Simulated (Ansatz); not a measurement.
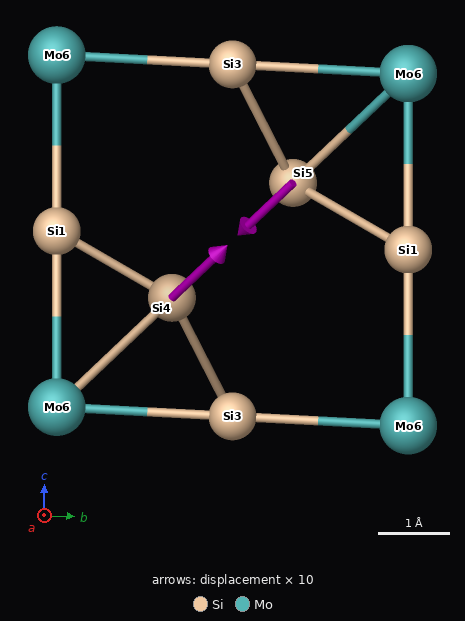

A relaxation of solid Si₅Mo (a generated structure, set up in R-3m). The starting structure is drawn; purple arrows show the displacements (the part carried along by the change of the cell is left out), magnified 10 times.

The picture is a ball-and-stick view of the cell of the calculation, seen along the a axis.

These are results of DFT PBE, scalar-relativistic, plane waves, PAW in Ansatz 0.2.0, not measurements.

Input file:
```yaml
crystal:
  lattice:
    - [3.5971979622, 2.0768432118, 2.7187471685]
    - [-3.5971979622, 2.0768432118, 2.7187471685]
    - [0.0, -4.1536864236, 2.7187471685]
  atoms:
    - { symbol: Si, position: [0.0, 0.0, 0.5] }
    - { symbol: Si, position: [0.5, 0.0, 0.0] }
    - { symbol: Si, position: [0.0, 0.5, 0.0] }
    - { symbol: Si, position: [0.3277159709, 0.3277159709, 0.3277159709] }
    - { symbol: Si, position: [0.6722840291, 0.6722840291, 0.6722840291] }
    - { symbol: Mo, position: [0.0, 0.0, 0.0] }
basis:
  ecutwfc: 420
kpoints:
  mp_grid: { grid: [12, 12, 12] }
hamiltonian:
  xc: pbe
scf:
  occupations: { method: gaussian, width: 0.1 }
output:
  forces: true
  stress: true
  eigenvalues: true
relax:
  adjacent_minimum: "off"
  f_tol: 0.01
  max_steps: 80
  cell: { stress_tol: 0.05 }
```

Command:
```bash
ansatz run input.yaml --threads 1 --pin off --max-ram 2560MiB --backend cpu --events-out ev --progress --plain --runs-dir out
```

### Atoms of which element are displaced furthest, and by how much?

Silicon: up to 0.13 Å, against 0.00 Å for molybdenum.

### What happened in the run?

Over 11 accepted moves (12 points after the start) the energy falls by 61.0 meV per atom. The largest force component goes from 0.061 to 0.0049 eV/Å. The pressure goes from −0.12 to 0.00 GPa. The SCF was repeated once at an unchanged geometry on a basis and grid sized afresh for the cell, which shifted the energy by 0.2 meV per atom at most. The largest moves relative to the cell, 0.13 Å, are those of Si4 and Si5. Si5 goes along [−1 −1 −1]. Mo stays in place. The volume changes by −4.8 %, with a = b = c 4.964 → 4.955 Å (−0.2 %), α 92.9° → 99.5°, β 92.9° → 99.5°, γ 92.9° → 99.5°. Near-neighbour distances that change, for instance: Si4–Si5 2.810 → 2.164 Å, Si4–Mo6 2.673 → 2.433 Å, Si1–Si4 2.457 → 2.521 Å, Si1–Mo6 2.482 → 2.478 Å. New bonds form: Si4–Si5 (2.81 → 2.16 Å). Bond angles that change, for instance: Si4–Si2–Mo6 65.5° → 58.2°, Si4–Si2–Mo6 114.5° → 121.8°, Si1–Si5–Si2 94.1° → 97.2°. The space group stays R-3m (No. 166).
